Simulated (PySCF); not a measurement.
```xyz
14

C    -1.4291    0.3335   -1.1688
C    -0.3821   -0.0098   -0.1755
C     0.8856    0.4646   -0.2244
N     1.7293    1.2205   -0.8797
C     2.2312    0.5453    0.3177
C    -0.7367   -0.9333    0.9544
F    -2.0101   -1.3403    0.9104
F    -0.5586   -0.3592    2.1608
F     0.0221   -2.0472    0.9642
H    -1.8076   -0.5703   -1.6504
H    -1.0199    1.0053   -1.9170
H    -2.2809    0.8049   -0.6747
H     2.9256   -0.2745    0.1728
H     2.4306    1.1600    1.1881
```

Geometry: GFN2-xTB.

Theory: PySCF 2.14.0, density-fitted response routines, UKS B3LYP, pcH-1 on C F H N, non-relativistic, mean-field spin-orbit, GIAO.

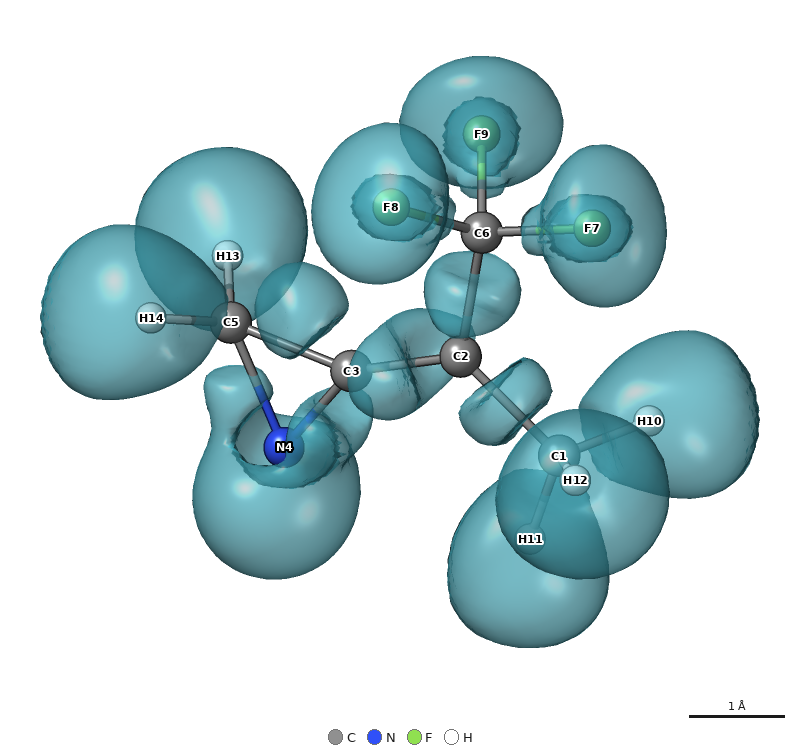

C$_{5}$H$_{5}$F$_{3}$N (SMILES C[C](C1=NC1)C(F)(F)F) (doublet). Isosurface of the electron localisation function at 0.75 (cyan), seen at an oblique angle. Core shells and regions of very low density are left out.

Describe the localisation domains.

Answer. The surface consists of four regions between bonded C–C atoms (shared pairs), five regions around hydrogen nuclei, three regions on F in which the atom's valence shell and bonds are merged and one region on N in which the atom's valence shell and bonds are merged. Along the contacts the grid gives the following. C–N (1.31 Å): the ELF peaks at about 0.85 between the atoms (localised, covalent bonding). C–F (1.34 Å): the ELF peaks at about 0.85 between the atoms (a polar covalent bond).
